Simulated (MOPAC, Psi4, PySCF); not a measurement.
Intermolecular potential of C4H12Ge ··· CH4O (SMILES C[C](C)(C)[GeH3] and CO), singlet. Monomers: optimised at B3LYP-D3(BJ) (def2-SVP and def2-TZVP), held rigid. Orientation: lowest of the rigid-body minima from ten starts at GFN2-xTB. R is the distance of the centres of mass, along which the second monomer moves.

Geometry at R = 4.34 Å (first 17 atoms: monomer A):
```
23

Ge     0.7560     1.6839     0.1874
C     -0.0570    -0.1271    -0.0141
C     -0.2678    -0.7336     1.3805
C      0.8946    -1.0092    -0.8349
C     -1.4038     0.0121    -0.7382
H      2.1100     1.5812     0.9269
H      0.9951     2.3187    -1.2021
H     -0.1854     2.6037     0.9989
H     -0.7190    -1.7392     1.2967
H      0.6824    -0.8433     1.9280
H     -0.9440    -0.1194     1.9971
H      1.8741    -1.1244    -0.3429
H      1.0689    -0.5977    -1.8424
H      0.4669    -2.0207    -0.9603
H     -1.2861     0.4503    -1.7426
H     -2.1092     0.6440    -0.1744
H     -1.8757    -0.9795    -0.8635
C      1.6685     5.4538     0.4494
O      2.1350     4.1161     0.5561
H      2.4084     6.1795     0.8051
H      0.7836     5.5296     1.0796
H      1.3844     5.7122    -0.5768
H      2.9198     4.0182     0.0083
```

Computed with: PM3, restricted, heats of formation (MOPAC); RKS-B3LYP/3-21G = PySCF with restricted B3LYP/3-21G, no counterpoise correction; PBE/def2-TZVP, counterpoise-corrected (Psi4); HF/aug-cc-pVDZ, counterpoise-corrected (Psi4); SAPT0/jun-cc-pVDZ, frozen core (Psi4).

Interaction energies in kcal/mol (negative: bound); R is the distance of the centres of mass, d the H6···O19 distance.

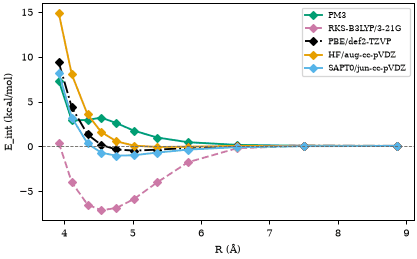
Interaction energy against separation.

```json
[
 {"R / Å": "3.92", "d / Å": "2.19", "PM3": "7.32", "RKS-B3LYP/3-21G": "0.42", "PBE/def2-TZVP": "9.36", "HF/aug-cc-pVDZ": "14.85", "SAPT0/jun-cc-pVDZ": "8.16"},
 {"R / Å": "4.11", "d / Å": "2.36", "PM3": "2.88", "RKS-B3LYP/3-21G": "-4.03", "PBE/def2-TZVP": "4.35", "HF/aug-cc-pVDZ": "8.02", "SAPT0/jun-cc-pVDZ": "3.22"},
 {"R / Å": "4.34", "d / Å": "2.56", "PM3": "2.95", "RKS-B3LYP/3-21G": "-6.51", "PBE/def2-TZVP": "1.33", "HF/aug-cc-pVDZ": "3.56", "SAPT0/jun-cc-pVDZ": "0.32"},
 {"R / Å": "4.54", "d / Å": "2.74", "PM3": "3.20", "RKS-B3LYP/3-21G": "-7.14", "PBE/def2-TZVP": "0.16", "HF/aug-cc-pVDZ": "1.60", "SAPT0/jun-cc-pVDZ": "-0.71"},
 {"R / Å": "4.76", "d / Å": "2.95", "PM3": "2.60", "RKS-B3LYP/3-21G": "-6.89", "PBE/def2-TZVP": "-0.35", "HF/aug-cc-pVDZ": "0.56", "SAPT0/jun-cc-pVDZ": "-1.05"},
 {"R / Å": "5.02", "d / Å": "3.19", "PM3": "1.74", "RKS-B3LYP/3-21G": "-5.88", "PBE/def2-TZVP": "-0.48", "HF/aug-cc-pVDZ": "0.07", "SAPT0/jun-cc-pVDZ": "-0.99"},
 {"R / Å": "5.36", "d / Å": "3.51", "PM3": "0.98", "RKS-B3LYP/3-21G": "-4.02", "PBE/def2-TZVP": "-0.37", "HF/aug-cc-pVDZ": "-0.07", "SAPT0/jun-cc-pVDZ": "-0.70"},
 {"R / Å": "5.81", "d / Å": "3.94", "PM3": "0.46", "RKS-B3LYP/3-21G": "-1.77", "PBE/def2-TZVP": "-0.18", "HF/aug-cc-pVDZ": "-0.04", "SAPT0/jun-cc-pVDZ": "-0.36"},
 {"R / Å": "6.53", "d / Å": "4.64", "PM3": "0.16", "RKS-B3LYP/3-21G": "-0.20", "PBE/def2-TZVP": "0.00", "HF/aug-cc-pVDZ": "0.03", "SAPT0/jun-cc-pVDZ": "-0.09"},
 {"R / Å": "7.51", "d / Å": "5.60", "PM3": "0.06", "RKS-B3LYP/3-21G": "0.05", "PBE/def2-TZVP": "0.06", "HF/aug-cc-pVDZ": "0.06", "SAPT0/jun-cc-pVDZ": "0.02"},
 {"R / Å": "8.86", "d / Å": "6.93", "PM3": "0.03", "RKS-B3LYP/3-21G": "0.04", "PBE/def2-TZVP": "0.05", "HF/aug-cc-pVDZ": "0.05", "SAPT0/jun-cc-pVDZ": "0.04"}
]
```

Lowest grid point: PM3 0.03 kcal/mol at R = 8.86 Å; RKS-B3LYP/3-21G -7.14 kcal/mol at R = 4.54 Å; PBE/def2-TZVP -0.48 kcal/mol at R = 5.02 Å; HF/aug-cc-pVDZ -0.07 kcal/mol at R = 5.36 Å; SAPT0/jun-cc-pVDZ -1.05 kcal/mol at R = 4.76 Å.
